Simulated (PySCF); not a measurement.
**Geometry relaxation of C₈H₁₆NP**

The run: geometry relaxation of C₈H₁₆NP. Method and program: PBE0-D3(BJ)/def2-SVP geometry optimisation, gas phase (PySCF 2.14.0).

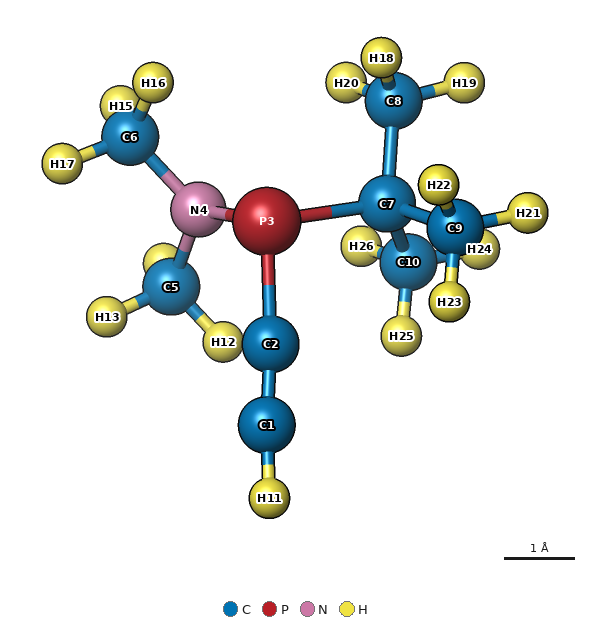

*The starting structure (ball-and-stick view, seen at a tilt; atoms are numbered from 1 in the order of the input).*

Bond lengths as drawn: C–C 1.19 to 1.55 Å, C–H 1.06 to 1.11 Å, C–N 1.43 Å, C–P 1.77 to 1.87 Å and N–P 1.74 Å.

### The input
```
{"job": {"xc": "PBE0", "basis": "def2-SVP", "d3": "d3bj", "grid": 1, "shake": 0.01, "kind": "geom"}, "charge": 0, "multiplicity": 1}
C      1.245260     2.703060     1.243690
C      0.904940     1.574450     1.067290
P      0.534020    -0.157550     1.040620
N      1.381660    -0.654360    -0.396400
C      1.982280     0.268490    -1.309000
C      2.086090    -1.894280    -0.284250
C     -1.232900    -0.037980     0.429250
C     -1.691140    -1.467410     0.192910
C     -2.050140     0.608180     1.577010
C     -1.389070     0.767260    -0.846310
H      1.465040     3.742390     1.349460
H      1.448500     1.217710    -1.306530
H      2.999050     0.489020    -1.030470
H      1.963580    -0.148020    -2.299270
H      2.069720    -2.426340    -1.245510
H      1.616670    -2.523870     0.470230
H      3.139940    -1.732370     0.000200
H     -1.624140    -2.050260     1.119450
H     -2.750920    -1.501860    -0.116310
H     -1.126000    -1.938110    -0.569070
H     -3.123640     0.629020     1.293120
H     -1.922220     0.014360     2.470880
H     -1.704070     1.633780     1.718840
H     -2.438000     0.800300    -1.166050
H     -1.029080     1.781980    -0.710800
H     -0.823600     0.326980    -1.659860
```

The first line tells a small driver script what to run in PySCF; the rest is the geometry in Å.

Machine: 1 CPU thread, shared host.

Run as:
```bash
OMP_NUM_THREADS=1 python <driver script> task.json out
```

### The program's output
```
step   0  E = -709.58091677  max force = 0.051895
step   1  E = -709.58933296  max force = 0.005369
step   2  E = -709.58961829  max force = 0.001453
step   3  E = -709.58971002  max force = 0.001465
step   4  E = -709.58975372  max force = 0.000766
step   5  E = -709.58977269  max force = 0.001185
step   6  E = -709.58979139  max force = 0.000495
step   7  E = -709.58979560  max force = 0.000272
optimisation converged
```

### Trajectory as extended XYZ (Å, eV, eV/Å), 8 frames, from step=0 to step=7
```
26
Properties=species:S:1:pos:R:3:forces:R:3 step=0 energy=-19308.68024
C     1.2453    2.7031    1.2437    0.4851   2.5883   0.2419
C     0.9049    1.5744    1.0673   -0.4380  -2.6686   0.0399
P     0.5340   -0.1575    1.0406    0.1215   0.0042  -0.6279
N     1.3817   -0.6544   -0.3964   -0.6582   0.1202   0.7492
C     1.9823    0.2685   -1.3090   -0.7676   0.1873   0.4951
C     2.0861   -1.8943   -0.2843    0.2567   0.0957  -0.1061
C    -1.2329   -0.0380    0.4293   -0.7549   0.2486   0.2505
C    -1.6911   -1.4674    0.1929   -1.0677   0.4856   1.0881
C    -2.0501    0.6082    1.5770    0.0604  -0.2663  -1.3817
C    -1.3891    0.7673   -0.8463   -0.0355  -0.1340   0.1789
H     1.4650    3.7424    1.3495    0.1773   0.2574   0.0708
H     1.4485    1.2177   -1.3065   -0.1867   0.1880  -0.1445
H     2.9990    0.4890   -1.0305    1.1246   0.1986   0.1392
H     1.9636   -0.1480   -2.2993    0.0792  -0.2862  -1.0313
H     2.0697   -2.4263   -1.2455    0.0297  -0.1694  -0.1323
H     1.6167   -2.5239    0.4702   -0.0961  -0.2839   0.2121
H     3.1399   -1.7324    0.0002    0.2634  -0.1660   0.0529
H    -1.6241   -2.0503    1.1195    0.1011  -0.2174   0.0973
H    -2.7509   -1.5019   -0.1163    0.0324   0.1349  -0.0156
H    -1.1260   -1.9381   -0.5691    0.9226  -0.7231  -1.0660
H    -3.1236    0.6290    1.2931    0.2617  -0.0107   0.1593
H    -1.9222    0.0144    2.4709   -0.0441  -0.1538   0.7618
H    -1.7041    1.6338    1.7188   -0.0236   0.2582   0.3049
H    -2.4380    0.8003   -1.1661   -0.2152   0.0369   0.0385
H    -1.0291    1.7820   -0.7108    0.0620   0.5721   0.0429
H    -0.8236    0.3270   -1.6599    0.3102  -0.2965  -0.4182
26
Properties=species:S:1:pos:R:3:forces:R:3 step=1 energy=-19308.90925
C     1.3463    2.6375    1.3774    0.0004  -0.1760   0.0515
C     1.0022    1.4823    1.2039   -0.1291  -0.0069  -0.1054
P     0.4956   -0.2124    1.0085    0.0378   0.0089   0.0654
N     1.3921   -0.7072   -0.3679   -0.0174   0.0285  -0.0417
C     1.9329    0.1991   -1.3525    0.2273  -0.0421  -0.0520
C     2.1433   -1.9341   -0.2422   -0.0154  -0.0820   0.0301
C    -1.2817    0.0152    0.3948    0.0818   0.0277   0.0761
C    -1.7770   -1.4050    0.1351    0.1633  -0.2075  -0.2761
C    -2.0555    0.6421    1.5540    0.1030  -0.0761   0.0689
C    -1.4057    0.8581   -0.8641    0.0763   0.0493  -0.0863
H     1.6685    3.6427    1.5597    0.0363   0.1496   0.0095
H     1.3634    1.1329   -1.3909   -0.0589   0.0394   0.0055
H     2.9893    0.4653   -1.1193   -0.1547  -0.0233  -0.0779
H     1.9186   -0.2556   -2.3638   -0.0221   0.0149   0.1416
H     2.1234   -2.4978   -1.1925    0.0033   0.0133   0.0076
H     1.7006   -2.5733    0.5362    0.0158   0.0282  -0.0235
H     3.2069   -1.7636    0.0230   -0.0015   0.0214  -0.0096
H    -1.7096   -2.0308    1.0378    0.0042  -0.0093   0.0362
H    -2.8287   -1.3913   -0.1885   -0.0788   0.0210  -0.0207
H    -1.1866   -1.8966   -0.6666   -0.1277   0.1466   0.2129
H    -3.1289    0.6899    1.3102   -0.0296  -0.0022  -0.0036
H    -1.9413    0.0449    2.4775   -0.0371   0.0949  -0.0819
H    -1.7053    1.6655    1.7584   -0.0220   0.0032   0.0267
H    -2.4635    0.9334   -1.1703    0.0048   0.0104   0.0138
H    -1.0229    1.8803   -0.7097   -0.0242  -0.0378   0.0139
H    -0.8517    0.4042   -1.7009   -0.0359   0.0059   0.0189
26
Properties=species:S:1:pos:R:3:forces:R:3 step=2 energy=-19308.91702
C     1.3303    2.6283    1.3958    0.0485  -0.0039   0.0636
C     0.9908    1.4727    1.2158   -0.0137   0.0439  -0.0544
P     0.5011   -0.2252    1.0265   -0.0029  -0.0168  -0.0284
N     1.3860   -0.7227   -0.3565    0.0235  -0.0006   0.0449
C     1.8776    0.1736   -1.3748    0.0272   0.0174  -0.0242
C     2.1686   -1.9295   -0.2236    0.0259  -0.0068   0.0096
C    -1.2665    0.0159    0.3998    0.0197  -0.0174   0.0620
C    -1.7732   -1.3979    0.1148   -0.0054  -0.0405  -0.0747
C    -2.0490    0.6416    1.5542    0.0034  -0.0169  -0.0211
C    -1.3659    0.8740   -0.8528   -0.0125   0.0144  -0.0349
H     1.6470    3.6393    1.5802   -0.0154  -0.0104  -0.0192
H     1.2732    1.0870   -1.4224    0.0273  -0.0143  -0.0008
H     2.9274    0.4792   -1.1877   -0.0231  -0.0171   0.0053
H     1.8441   -0.3141   -2.3659   -0.0057   0.0096   0.0033
H     2.1412   -2.5123   -1.1615    0.0002   0.0024  -0.0043
H     1.7612   -2.5614    0.5781   -0.0002   0.0075   0.0011
H     3.2332   -1.7243    0.0115   -0.0004  -0.0049  -0.0064
H    -1.7251   -2.0352    1.0120   -0.0065   0.0075   0.0053
H    -2.8221   -1.3669   -0.2251    0.0047   0.0081   0.0095
H    -1.1766   -1.8788   -0.6782   -0.0118   0.0289   0.0406
H    -3.1191    0.7000    1.2947   -0.0050   0.0030   0.0027
H    -1.9578    0.0427    2.4750   -0.0062   0.0051  -0.0032
H    -1.6968    1.6611    1.7738   -0.0066   0.0005  -0.0011
H    -2.4198    0.9665   -1.1672   -0.0055   0.0063   0.0124
H    -0.9746    1.8887   -0.6796   -0.0058  -0.0024   0.0025
H    -0.8108    0.4238   -1.6894   -0.0539  -0.0028   0.0098
26
Properties=species:S:1:pos:R:3:forces:R:3 step=3 energy=-19308.91952
C     1.3370    2.6284    1.3936    0.0483   0.0340   0.0538
C     0.9918    1.4761    1.2035   -0.0174   0.0226  -0.0552
P     0.5023   -0.2219    1.0120   -0.0177  -0.0013  -0.0103
N     1.3978   -0.7236   -0.3631   -0.0072   0.0075   0.0753
C     1.8990    0.1641   -1.3845   -0.0634   0.0052  -0.0080
C     2.1816   -1.9282   -0.2134    0.0186   0.0024  -0.0115
C    -1.2724    0.0174    0.3977    0.0191  -0.0210  -0.0070
C    -1.7806   -1.3951    0.1049   -0.0417   0.0260   0.0298
C    -2.0483    0.6337    1.5612   -0.0119   0.0057  -0.0195
C    -1.3943    0.8848   -0.8479   -0.0101   0.0117   0.0156
H     1.6558    3.6388    1.5822   -0.0226  -0.0423  -0.0214
H     1.2985    1.0793   -1.4430    0.0008  -0.0031   0.0027
H     2.9472    0.4663   -1.1944    0.0300  -0.0005   0.0223
H     1.8685   -0.3316   -2.3703   -0.0024   0.0011  -0.0381
H     2.1621   -2.5190   -1.1464   -0.0001  -0.0042  -0.0037
H     1.7693   -2.5526    0.5912   -0.0021  -0.0028   0.0069
H     3.2441   -1.7187    0.0269   -0.0013  -0.0024  -0.0027
H    -1.7260   -2.0387    0.9977   -0.0069   0.0069  -0.0064
H    -2.8325   -1.3606   -0.2272    0.0270   0.0013   0.0121
H    -1.1886   -1.8660   -0.6931    0.0352  -0.0295  -0.0384
H    -3.1207    0.6894    1.3093    0.0083   0.0005  -0.0012
H    -1.9504    0.0323    2.4783    0.0057  -0.0227   0.0252
H    -1.7003    1.6538    1.7845    0.0018   0.0026  -0.0063
H    -2.4547    0.9781   -1.1391   -0.0055   0.0075   0.0069
H    -1.0028    1.8987   -0.6738    0.0135   0.0064  -0.0046
H    -0.8590    0.4412   -1.6993    0.0021  -0.0117  -0.0165
26
Properties=species:S:1:pos:R:3:forces:R:3 step=4 energy=-19308.92070
C     1.3492    2.6271    1.3918    0.0233  -0.0090   0.0326
C     0.9954    1.4778    1.1996   -0.0200   0.0150  -0.0326
P     0.5009   -0.2202    1.0149   -0.0060  -0.0237   0.0084
N     1.3974   -0.7274   -0.3558    0.0186   0.0023  -0.0006
C     1.8874    0.1599   -1.3831   -0.0394   0.0102  -0.0086
C     2.1905   -1.9271   -0.2118   -0.0187   0.0112   0.0240
C    -1.2725    0.0179    0.3979    0.0192  -0.0129  -0.0265
C    -1.7800   -1.3940    0.1012   -0.0077   0.0237   0.0270
C    -2.0499    0.6311    1.5614   -0.0141   0.0017   0.0051
C    -1.3969    0.8885   -0.8459   -0.0119   0.0046   0.0178
H     1.6724    3.6355    1.5775   -0.0069  -0.0016  -0.0107
H     1.2827    1.0723   -1.4389    0.0044   0.0020   0.0001
H     2.9354    0.4665   -1.1965    0.0203   0.0042   0.0018
H     1.8543   -0.3358   -2.3694   -0.0027  -0.0023  -0.0158
H     2.1669   -2.5189   -1.1442   -0.0040   0.0002   0.0016
H     1.7889   -2.5532    0.5971   -0.0007  -0.0035   0.0059
H     3.2537   -1.7109    0.0191   -0.0025   0.0043  -0.0016
H    -1.7288   -2.0382    0.9935   -0.0032   0.0000  -0.0021
H    -2.8305   -1.3577   -0.2327    0.0068  -0.0014   0.0004
H    -1.1852   -1.8642   -0.6958    0.0201  -0.0214  -0.0237
H    -3.1220    0.6861    1.3079    0.0039   0.0013   0.0004
H    -1.9525    0.0280    2.4781    0.0049  -0.0092   0.0089
H    -1.7035    1.6515    1.7861    0.0028   0.0023  -0.0017
H    -2.4589    0.9862   -1.1305   -0.0015   0.0076   0.0052
H    -1.0010    1.9010   -0.6722    0.0132   0.0007  -0.0055
H    -0.8688    0.4442   -1.7018    0.0015  -0.0061  -0.0100
26
Properties=species:S:1:pos:R:3:forces:R:3 step=5 energy=-19308.92122
C     1.3732    2.6213    1.3952   -0.0173  -0.0609  -0.0094
C     1.0030    1.4791    1.1918   -0.0227   0.0095   0.0133
P     0.5014   -0.2185    1.0128   -0.0252   0.0384   0.0070
N     1.3938   -0.7296   -0.3552    0.0194  -0.0429  -0.0286
C     1.8613    0.1476   -1.4026    0.0310  -0.0226   0.0258
C     2.2010   -1.9171   -0.1901    0.0014   0.0068  -0.0371
C    -1.2699    0.0185    0.3961    0.0039   0.0094  -0.0360
C    -1.7739   -1.3912    0.0842    0.0487   0.0084   0.0064
C    -2.0479    0.6167    1.5667   -0.0177  -0.0091   0.0372
C    -1.4027    0.9040   -0.8375   -0.0108  -0.0070   0.0144
H     1.7040    3.6257    1.5800    0.0194   0.0561   0.0074
H     1.2489    1.0542   -1.4621    0.0001   0.0063   0.0088
H     2.9092    0.4648   -1.2286   -0.0072   0.0047  -0.0281
H     1.8215   -0.3585   -2.3847   -0.0041  -0.0054   0.0295
H     2.1764   -2.5305   -1.1086    0.0030  -0.0061   0.0052
H     1.8126   -2.5282    0.6369    0.0030   0.0061  -0.0087
H     3.2632   -1.6836    0.0266    0.0050   0.0025   0.0007
H    -1.7266   -2.0424    0.9711    0.0029  -0.0103   0.0060
H    -2.8223   -1.3519   -0.2520   -0.0273  -0.0059  -0.0191
H    -1.1735   -1.8547   -0.7148   -0.0153   0.0044   0.0147
H    -3.1200    0.6711    1.3144   -0.0055   0.0020   0.0038
H    -1.9473    0.0038    2.4778    0.0016   0.0165  -0.0207
H    -1.7048    1.6363    1.8003    0.0036  -0.0012   0.0057
H    -2.4682    1.0141   -1.1043    0.0052   0.0059   0.0013
H    -0.9952    1.9114   -0.6595    0.0092  -0.0099  -0.0053
H    -0.8925    0.4635   -1.7067   -0.0045   0.0042   0.0059
26
Properties=species:S:1:pos:R:3:forces:R:3 step=6 energy=-19308.92173
C     1.3709    2.6238    1.3964   -0.0066  -0.0113  -0.0093
C     0.9994    1.4825    1.1906   -0.0014  -0.0081   0.0085
P     0.5010   -0.2163    1.0126   -0.0003   0.0058   0.0114
N     1.3957   -0.7327   -0.3530    0.0206  -0.0002  -0.0255
C     1.8581    0.1410   -1.4052    0.0015  -0.0095   0.0065
C     2.2070   -1.9176   -0.1910   -0.0086   0.0095   0.0057
C    -1.2702    0.0202    0.3964   -0.0101   0.0042  -0.0248
C    -1.7724   -1.3895    0.0821    0.0194   0.0064   0.0084
C    -2.0479    0.6153    1.5699   -0.0074  -0.0064   0.0159
C    -1.4049    0.9088   -0.8344   -0.0095  -0.0058   0.0096
H     1.7019    3.6294    1.5806    0.0054   0.0135   0.0029
H     1.2454    1.0475   -1.4640    0.0021   0.0059   0.0031
H     2.9073    0.4591   -1.2418   -0.0041  -0.0033  -0.0097
H     1.8109   -0.3702   -2.3839   -0.0005   0.0021   0.0075
H     2.1797   -2.5332   -1.1078   -0.0019  -0.0011   0.0011
H     1.8250   -2.5281    0.6392    0.0024  -0.0005  -0.0017
H     3.2696   -1.6800    0.0197    0.0013  -0.0004  -0.0006
H    -1.7255   -2.0424    0.9680    0.0018  -0.0036   0.0016
H    -2.8209   -1.3514   -0.2561   -0.0091  -0.0048  -0.0102
H    -1.1708   -1.8515   -0.7165   -0.0086   0.0024   0.0070
H    -3.1206    0.6699    1.3197    0.0002  -0.0004  -0.0005
H    -1.9456    0.0005    2.4790    0.0023   0.0067  -0.0090
H    -1.7051    1.6344    1.8061    0.0031  -0.0023   0.0025
H    -2.4710    1.0246   -1.0962    0.0028   0.0044   0.0010
H    -0.9917    1.9137   -0.6563    0.0069  -0.0050  -0.0036
H    -0.9007    0.4683   -1.7069   -0.0017   0.0017   0.0022
26
Properties=species:S:1:pos:R:3:forces:R:3 step=7 energy=-19308.92184
C     1.3709    2.6254    1.3944   -0.0027   0.0083  -0.0093
C     0.9987    1.4843    1.1888    0.0045  -0.0074   0.0092
P     0.5017   -0.2148    1.0121    0.0022  -0.0027   0.0012
N     1.3964   -0.7322   -0.3537    0.0140   0.0088  -0.0044
C     1.8566    0.1396   -1.4080   -0.0072  -0.0018  -0.0015
C     2.2079   -1.9167   -0.1915   -0.0051   0.0036   0.0072
C    -1.2704    0.0204    0.3970   -0.0129   0.0004  -0.0065
C    -1.7711   -1.3895    0.0820    0.0032   0.0004   0.0040
C    -2.0471    0.6126    1.5732   -0.0008  -0.0014   0.0005
C    -1.4071    0.9108   -0.8318   -0.0015  -0.0029   0.0030
H     1.7020    3.6318    1.5771   -0.0003  -0.0050   0.0011
H     1.2467    1.0483   -1.4639    0.0024   0.0020   0.0012
H     2.9076    0.4544   -1.2511    0.0000  -0.0038  -0.0012
H     1.8027   -0.3721   -2.3859   -0.0017   0.0027  -0.0034
H     2.1780   -2.5343   -1.1069   -0.0010  -0.0009  -0.0006
H     1.8282   -2.5257    0.6408    0.0007  -0.0009   0.0008
H     3.2711   -1.6788    0.0160    0.0000   0.0001  -0.0014
H    -1.7234   -2.0432    0.9675    0.0001   0.0007  -0.0003
H    -2.8197   -1.3535   -0.2575    0.0023  -0.0006  -0.0015
H    -1.1690   -1.8506   -0.7164   -0.0014   0.0001   0.0007
H    -3.1202    0.6670    1.3248    0.0010  -0.0002  -0.0003
H    -1.9422   -0.0037    2.4804    0.0009  -0.0003   0.0003
H    -1.7042    1.6314    1.8111    0.0009  -0.0004   0.0011
H    -2.4735    1.0316   -1.0899    0.0000   0.0023   0.0019
H    -0.9886    1.9136   -0.6544    0.0029  -0.0004  -0.0013
H    -0.9075    0.4699   -1.7067   -0.0004  -0.0008  -0.0006
```

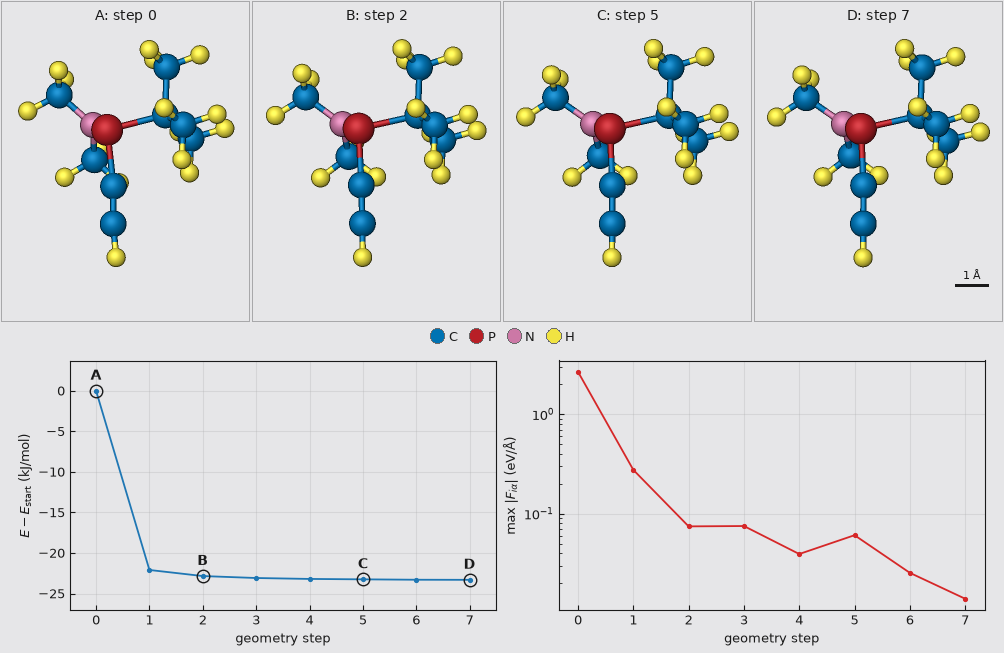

*Frames of the relaxation (ball-and-stick view, seen at a tilt) above the curves, on which the letters mark them (steps are counted from 0).*

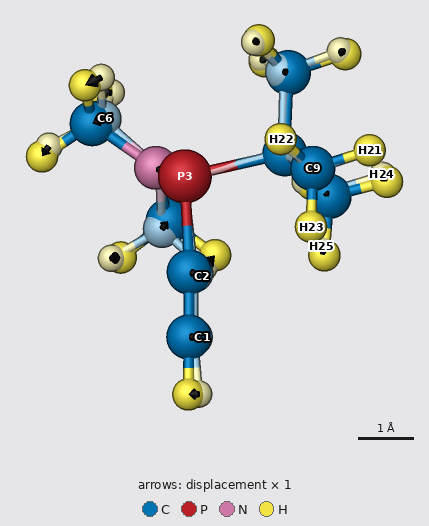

*Start (faint) and end (solid) with the displacements as black arrows, at true length (ball-and-stick view, seen at a tilt). The two geometries are laid on each other by the best rigid fit.*

H16 moves most after the best rigid fit: 0.36 Å. By element the largest moves are H 0.36 Å, C 0.22 Å, N 0.08 Å, P 0.05 Å. Among the contacts that change: C8–H20 1.059 → 1.101 Å, C5–H13 1.077 → 1.108 Å, C5–H14 1.074 → 1.105 Å, P3–N4 1.741 → 1.713 Å. Among the angles that change: C2–C1–H11 174.4° → 179.8°, C1–C2–P3 171.0° → 175.6°, H22–C9–H23 111.8° → 108.1°. The energy falls by 23.3 kJ/mol in 7 geometry steps. Largest force component: 2.7 eV/Å at the start, 0.014 eV/Å at the end. (Atoms are counted from 1 in the order of the input.)

### Results in brief

```json
{"quantity": "outcome", "value": "converged"}
{"quantity": "total energy", "value": "−709.589796 hartree"}
{"quantity": "dipole moment", "value": "1.20 D"}
{"quantity": "point group", "value": "C1"}
{"quantity": "wall time", "value": "6.9 min"}
{"quantity": "peak memory", "value": "0.97 GiB"}
```
